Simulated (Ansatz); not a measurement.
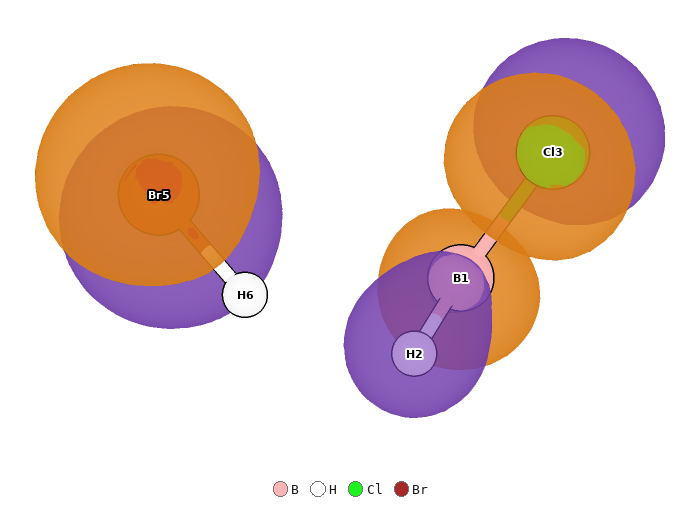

*BClH2···HBr. One frontier orbital at ±0.1 Å⁻³ᐟ² (orange and purple are the two phases), seen at a tilt.*

Not at a stationary point (largest force 1.2 eV/Å).

Level of theory: Ansatz 0.2.0, RKS PBE/def2-SVP.

```yaml
atoms:
  - { symbol: B, position_ang: [0.0586, -0.2236, -0.0263] }
  - { symbol: H, position_ang: [0.1381, -0.4363, 1.1548] }
  - { symbol: Cl, position_ang: [1.4693, -0.5717, -0.9914] }
  - { symbol: H, position_ang: [-0.9605, 0.1330, -0.5672] }
  - { symbol: Br, position_ang: [0.3173, 2.7658, 1.1977] }
  - { symbol: H, position_ang: [0.2516, 1.3420, 1.6865] }
```

**Which orbital is it: HOMO or LUMO?**

The HOMO, at −7.21 eV. It lies mainly on Br5 (about 50 %), Cl3 (about 30 %), B1 (about 10 %) and H4 (about 5 %); largely a combination of lone pairs on Br5 and Cl3.
